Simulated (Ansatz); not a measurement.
## Electronic structure of HCl···CO (SMILES Cl.[C-]#[O+]) in real space

Input

```
crystal:
  periodic: [false, false, false]
  atoms:
    - {symbol: Cl, position_ang: [-0.087380, -0.223630, -2.360087]}
    - {symbol: H, position_ang: [-0.041258, -0.102670, -1.080305]}
    - {symbol: C, position_ang: [0.035950, 0.093317, 0.986496]}
    - {symbol: O, position_ang: [0.079612, 0.199572, 2.101636]}
basis:
  gaussian: {orbitals: "def2-TZVPPD.json"}
hamiltonian: {xc: pbe0, dispersion: d4}
output: {orbitals: {seedname: orbitals}}
```

Command:

```sh
ansatz run in.yaml --threads 2 --pin off --events-out ev --progress --plain --max-ram 5222MiB
```

Geometry: rigid move from PBE0-D4/def2-TZVP.

Level of theory: RKS PBE0-D4/def2-TZVPPD in Ansatz.

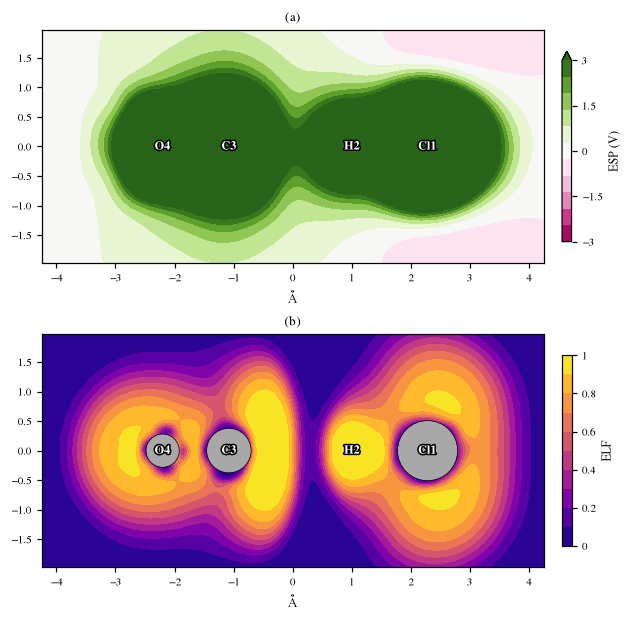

Figure 1. (a) electrostatic potential; (b) ELF on a plane that holds the molecular axis. Grey discs cover the atomic cores in the ELF map.

**What does the map show?**

Atoms in the plane: Cl, H, C and O.
C3···H2 (2.08 Å): the ELF dips to about 0.15 between them.
C–O (1.12 Å): the ELF peaks at about 0.85 between the atoms: a multiple bond.
Cl–H (1.29 Å): the ELF climbs to about 1 towards the hydrogen, as it does in any bond to H (a covalent bond by its length).
The ELF also peaks beside Cl1 and O4, away from the bonds: lone-pair regions.
Outside the dense part of the complex the potential is most negative (−0.7 V) near Cl1.

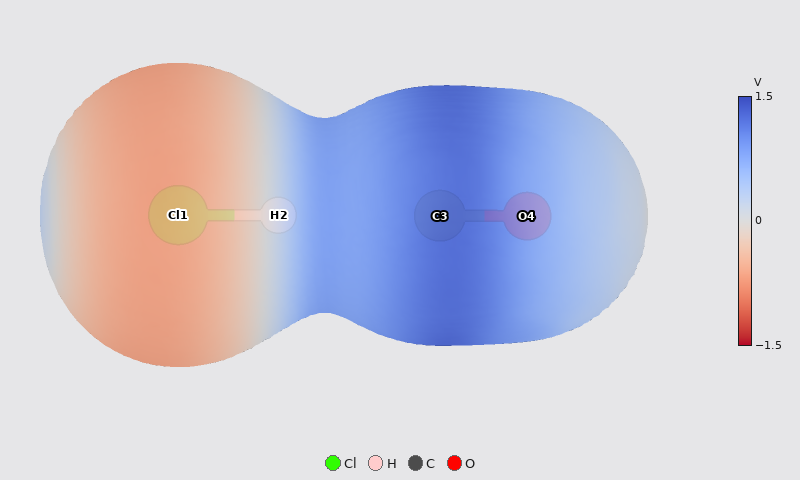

Figure 2. The electrostatic potential painted on the density surface at 0.002 e/bohr³, seen across its widest extent; the colour scale runs from red (negative) to blue (positive).

**Which sites attract a positive test charge, and which a negative one?**

A positive charge is drawn to the negative regions and a negative charge to the positive ones. The most negative region (about −0.7 V) lies over Cl1, the most positive (about +1.3 V) over C3. Cl1 shows a σ-hole: about +0.3 V at the tip opposite its bond, against about −0.6 V on its flanks.

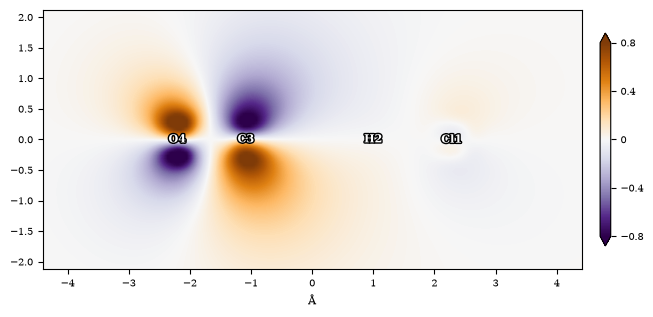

Figure 3. The LUMO on a plane that holds the molecular axis (values in Å⁻³ᐟ²; the overall sign is arbitrary).

**What is the character of this orbital?**

By Hirshfeld shares it lies mainly on C3 (about 65 %) and O4 (about 30 %); π-antibonding (π*) across C3–O4. It is one of a degenerate set, so its orientation is arbitrary. Its energy is −1.42 eV.

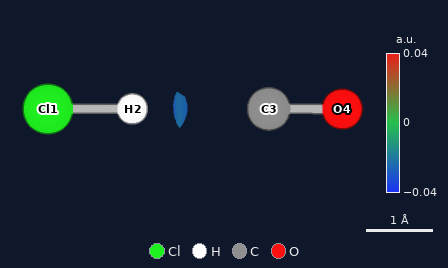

Figure 4. Non-covalent interaction (NCI) plot: the surface where the reduced density gradient is 0.4, for densities under 0.05 a.u., coloured by sign(λ₂)ρ; seen from one side.

**Which non-covalent interactions does the plot reveal?**

H2···C3 (2.1 Å): an attractive contact (blue).
